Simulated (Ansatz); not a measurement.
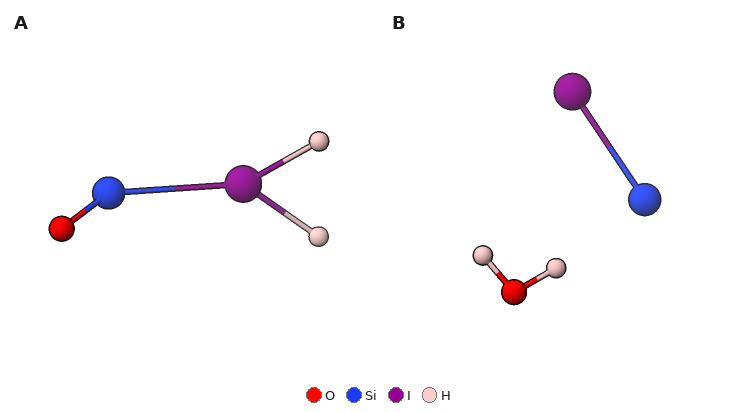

2 stationary structures of one formula. State: charge −1, singlet. Geometries: PBE-D4/def2-SVPD. Electronic energies: PBE-D4/def2-SVPD (Ansatz 0.2.0), without zero-point energy. No frequency run is at hand to confirm each as a minimum.

### Which is lowest in energy, and by how much?

B is lowest (Cs); A lies 196.5 kJ/mol above it (Cs).
